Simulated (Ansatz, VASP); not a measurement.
# Cross-check of AlN between VASP and Ansatz, part 2 of 2

Aim: how closely do two programs agree when they are given the same cell, functional and k mesh?  Other levels of theory on this material are compared in a session of their own. Valence electrons are named where the data sets of a main pair hold unlike numbers.

VASP 6.6.1 and Ansatz 0.2.0.

So far. Step 2 (VASP: band structure, LDA): The run ends at a pressure of -3.63 GPa.

### Step 6. VASP: band structure, PBE

Level of this step: PBE; plane waves and PAW (Al, N) (VASP).

The same cell, functional, mesh and smearing now go to VASP, with its own data sets.

File INCAR:

```
SYSTEM = AlN
PREC = Accurate
ENCUT = 460
EDIFF = 1E-06
NELM = 100
ISMEAR = 0
SIGMA = 0.03
LREAL = .FALSE.
ALGO = Normal
GGA = PE
NBANDS = 16
LORBIT = 11
LWAVE = .FALSE.
LCHARG = .FALSE.
KPAR = 4
```

File POSCAR:

```
AlN
1.0
    0.0000000000      2.1839935596      2.1839935596
    2.1839935596      0.0000000000      2.1839935596
    2.1839935596      2.1839935596      0.0000000000
Al N
1 1
Direct
    0.0000000000      0.0000000000      0.0000000000
    0.2500000000      0.2500000000      0.2500000000
```

File KPOINTS:

```
Automatic mesh
0
Gamma
8 8 8
0 0 0
```

File KPOINTS_OPT:

```
Line mode
10
Line-mode
Reciprocal
  0.00000000   0.00000000   0.00000000 GAMMA
  0.50000000   0.00000000   0.50000000 X

  0.50000000   0.00000000   0.50000000 X
  0.50000000   0.25000000   0.75000000 W

  0.50000000   0.25000000   0.75000000 W
  0.37500000   0.37500000   0.75000000 K

  0.37500000   0.37500000   0.75000000 K
  0.00000000   0.00000000   0.00000000 GAMMA

  0.00000000   0.00000000   0.00000000 GAMMA
  0.50000000   0.50000000   0.50000000 L

  0.50000000   0.50000000   0.50000000 L
  0.62500000   0.25000000   0.62500000 U

  0.62500000   0.25000000   0.62500000 U
  0.50000000   0.25000000   0.75000000 W

  0.50000000   0.25000000   0.75000000 W
  0.50000000   0.50000000   0.50000000 L

  0.50000000   0.50000000   0.50000000 L
  0.37500000   0.37500000   0.75000000 K

  0.62500000   0.25000000   0.62500000 U
  0.50000000   0.00000000   0.50000000 X
```

The projector-augmented-wave data sets are Al and N (PBE family, release 64).

Started as:

```sh
$ mpirun -np 4 vasp_std
```

Numbers of over 12 decimals in the logs are rounded to 6 here.

Output:

```text
[banner, memory and clock lines left out]
running    4 mpi-ranks, on    1 nodes
[...]
LDA part: xc-table for (Slater+PW92), standard interpolation
 POSCAR, INCAR and KPOINTS ok, starting setup
[...]
entering main loop
       N       E                     dE             d eps       ncg     rms          rms(c)
DAV:   1     0.923696278950E+01    0.92370E+01   -0.33321E+03   936   0.370E+02
DAV:   2    -0.165398095084E+02   -0.25777E+02   -0.24872E+02  1248   0.105E+02
DAV:   3    -0.172180067025E+02   -0.67820E+00   -0.67768E+00  1128   0.146E+01
DAV:   4    -0.172214828484E+02   -0.34761E-02   -0.34761E-02  1272   0.118E+00
[...]
DAV:  10    -0.148433382139E+02    0.10369E-04   -0.53338E-04  1176   0.129E-01    0.723E-02
DAV:  11    -0.148433551212E+02   -0.16907E-04   -0.41704E-05  1144   0.316E-02    0.246E-02
DAV:  12    -0.148433546816E+02    0.43956E-06   -0.11629E-06  1104   0.731E-03
   1 F= -.14843355E+02 E0= -.14843355E+02  d E =-.115677E-22
 Start KPOINTS_OPT (optional k-point list driver)
k-point batch [1-29\100]
       N       E                     dE             ncg
DAV:   1     0.885861916481E+03   -0.80136E+04      928
DAV:   2     0.213709006667E+03   -0.67215E+03     1312
DAV:   3     0.196068300890E+03   -0.17641E+02     1136
DAV:   4     0.195953969932E+03   -0.11433E+00     1256
DAV:   5     0.195952516800E+03   -0.14531E-02     1184
DAV:   6     0.195952494829E+03   -0.21971E-04     1200
DAV:   7     0.195952494524E+03   -0.30503E-06     1016
[...]
k-point batch [88-100\100]
       N       E                     dE             ncg
DAV:   1     0.589318051277E+04   -0.43930E+04      416
DAV:   2     0.559726541386E+04   -0.29592E+03      584
DAV:   3     0.559019577923E+04   -0.70696E+01      528
DAV:   4     0.559014940276E+04   -0.46376E-01      552
DAV:   5     0.559014881517E+04   -0.58759E-03      520
DAV:   6     0.559014880679E+04   -0.83770E-05      536
DAV:   7     0.559014880667E+04   -0.11825E-06      480
```

From OUTCAR (step 6):

```text
  Total        0.5261517      0.5261517      0.5261517      0.0000000      0.0000000     -0.0000000
  in kB       40.4610851     40.4610851     40.4610851      0.0000000      0.0000000     -0.0000000
  external PRESSURE =      40.4610851 kB  Pullay stress =       0.0000000 kB

 POSITION                                       TOTAL-FORCE (eV/Angst)
 -----------------------------------------------------------------------------------
      0.00000      0.00000      0.00000         0.000000      0.000000      0.000000
      1.09200      1.09200      1.09200        -0.000000     -0.000000     -0.000000
 -----------------------------------------------------------------------------------
    total drift:                                0.000000      0.000000      0.000000

  FREE ENERGIE OF THE ION-ELECTRON SYSTEM (eV)
  ---------------------------------------------------
  free  energy   TOTEN  =       -14.8433546816 eV

  energy  without entropy=      -14.8433546816  energy(sigma->0) =      -14.84335468

[... 2 parts as in an earlier step ...]

[... 1 further part left out ...]
[key lines of the parts left out:]
E-fermi :   6.1700
```

The run ends at a pressure of 4.05 GPa.

### Step 7. Side by side

What differs besides the data sets and the points named for the pairs above, as far as they apply: VASP leaves aspherical gradient terms in its spheres out (LASPH is not set), Ansatz keeps them. Total energies have different zeros and are not compared.

Both answers:

```csv
quantity,Ansatz,VASP,difference
pressure (GPa),4.85,4.05,+0.81
pressure without Ansatz's Pulay correction (GPa),4.35,4.05,+0.31
gap over the path points (eV),3.326,3.317,+0.009
```

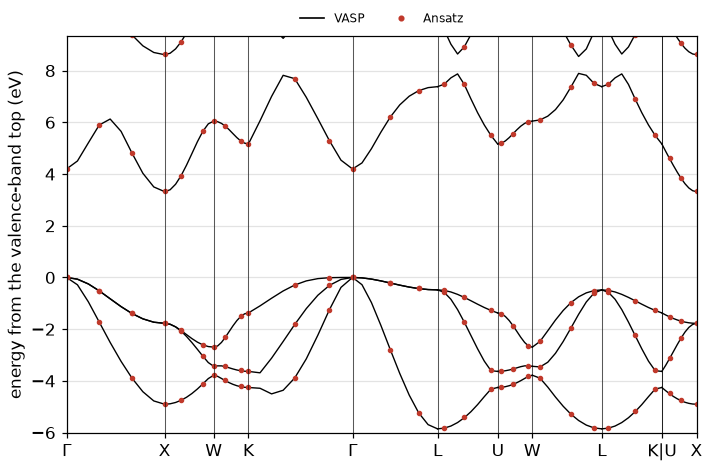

Bands from VASP (lines) and levels from Ansatz (dots). Dots without a line are higher empty bands that the VASP plot leaves out.

Levels at points of the path, from each program's valence-band top (eV; 3 filled, then empty):

```csv
k (reciprocal lattice),Ansatz,VASP
0.000 0.000 0.000,0.00 0.00 0.00 4.19 12.58,0.00 0.00 0.00 4.20 12.56
0.167 0.000 0.167,-1.73 -0.52 -0.52 5.89 11.18,-1.73 -0.52 -0.52 5.89 11.16
0.333 0.000 0.333,-3.89 -1.39 -1.39 4.82 9.39,-3.89 -1.40 -1.40 4.81 9.38
0.500 0.000 0.500,-4.89 -1.77 -1.77 3.33 8.62,-4.90 -1.78 -1.78 3.32 8.61
0.500 0.083 0.583,-4.74 -2.07 -2.04 3.94 9.11,-4.75 -2.07 -2.05 3.93 9.11
0.500 0.194 0.694,-4.11 -3.04 -2.60 5.65 10.77,-4.12 -3.04 -2.61 5.65 10.77
0.500 0.250 0.750,-3.77 -3.43 -2.68 6.04 11.42,-3.78 -3.44 -2.70 6.05 11.43
0.458 0.292 0.750,-3.98 -3.44 -2.31 5.85 10.82,-3.99 -3.45 -2.31 5.85 10.82
0.403 0.347 0.750,-4.22 -3.60 -1.50 5.28 10.18,-4.23 -3.61 -1.51 5.28 10.18
0.375 0.375 0.750,-4.25 -3.62 -1.36 5.17 10.11,-4.26 -3.63 -1.37 5.16 10.11
```

Among the levels compared at these points, filled levels agree within 12 meV and empty ones within 22 meV. Ansatz's pressure holds a Pulay correction of 0.50 GPa; VASP's holds none.

### Step 8. Summary of results

| Quantity | Value |
| --- | --- |
| largest difference of a filled level at the path points (band structure, LDA) | 16 meV |
| largest difference of a filled level at the path points (band structure, PBE) | 12 meV |
| difference in pressure (band structure, PBE) | 0.81 GPa |

What this shows: The difference in pressure is 0.81 GPa (band structure, PBE), within the 1 GPa picked in this series as the mark of a large difference. 9 further runs of this series are not shown here. Such differences can come from data sets, numerical settings and the points named under the comparisons, not from the functional's error against experiment.

[Lines on the potential files, build, host, timing and source positions are cut from VASP's logs without a mark.]

[Logs are printed without paths, hosts, clocks, repeated set-up lines and the standing remarks that a program may print on its own settings, such as how far it seeks lower states.]

[Hosts, paths, dates, database ids (printed as entryN), source tags and the programs' standing remarks are cut or masked in the printed files.]
